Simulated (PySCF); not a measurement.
Coordinates of C₂H₆BNSi, SMILES NBC#C[SiH3] (Å):

```xyz
11

N     -2.5929     0.5739     0.8818
B     -1.8954    -0.1002    -0.1136
C     -0.3615    -0.1511    -0.0969
C      0.8632    -0.2002    -0.0962
Si     2.6917    -0.2784    -0.0926
H     -2.1378     1.0554     1.6470
H     -3.6024     0.6267     0.8988
H     -2.5161    -0.6472    -0.9955
H      3.2137    -0.0931    -1.4778
H      3.2466     0.7948     0.7849
H      3.1299    -1.6063     0.4292
```

Vertical TDHF excitations, HF/def2-SVPD in PySCF, at a PBE0-D3(BJ)/def2-SVP geometry (no frequency check), gas phase.

### Where does it absorb, and how strongly?

The lowest singlet lies at 4.70 eV (264 nm, f = 0.000); the brightest of the first 10 is S6 at 8.31 eV (149 nm), f = 1.311, mixed, the largest part being HOMO−1 → LUMO+1 (34 %). No singlet lies below 3.1 eV (beyond 400 nm), so at this level no vertical transition falls in the visible.


```
state  E (eV)  λ (nm)      f          main character
   S1    4.70     264  0.000    HOMO → LUMO+1 (79 %)
   S2    5.47     227  0.027  HOMO−1 → LUMO+1 (52 %)
   S3    5.79     214  0.000  HOMO−1 → LUMO+4 (34 %)
   S4    8.05     154  0.001    HOMO−1 → LUMO (63 %)
   S5    8.07     154  0.073      HOMO → LUMO (59 %)
   S6    8.31     149  1.311  HOMO−1 → LUMO+1 (34 %)
   S7    8.55     145  0.001  HOMO−5 → LUMO+1 (60 %)
   S8    8.58     145  0.070    HOMO−2 → LUMO (26 %)
   S9    9.15     136  0.370  HOMO−2 → LUMO+1 (54 %)
  S10    9.35     133  0.007    HOMO → LUMO+3 (30 %)
```

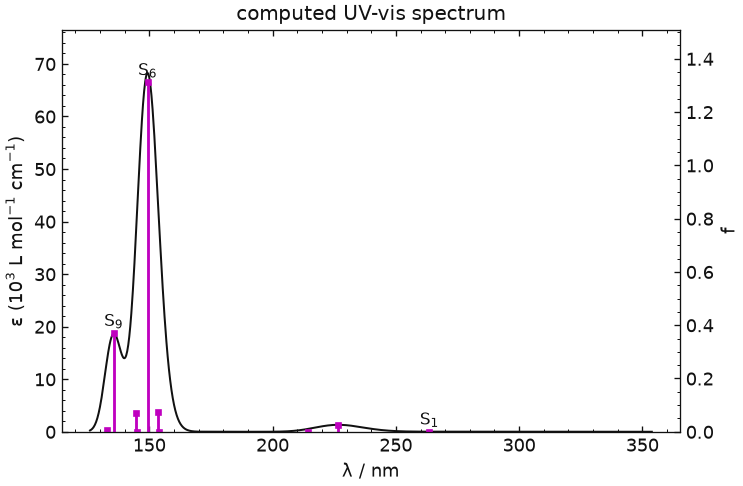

Only the first 10 singlet excitations are included; each is broadened by a Gaussian of 1/e half-width 0.33 eV. Sticks give oscillator strengths (right axis).

Known limits of this run: core orbitals are frozen in the response.
